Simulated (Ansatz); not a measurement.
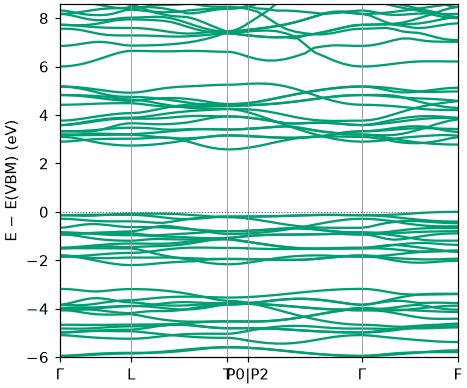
*Band structure from the program Ansatz at the r²SCAN+D4 level (PAW)*

**Question.** Read off the gap and where the band edges lie.

**Answer.** About 2.6 eV (2.58 eV by a search for the band edges); maximum at F, minimum at T.

The material is CS₁₄ in space group R-3m (No. 166; S on 18f, S on 18h, C on 3b, S on 6c).

The workflow started from an entry of the Crystallography Open Database (COD). Whether it is the stable phase at ambient conditions was not checked. The cell was relaxed with r²SCAN+D4 under the symmetry of its start; whether a distortion lowers the energy is not shown.

Potentials: the later of the program's two PAW sets.
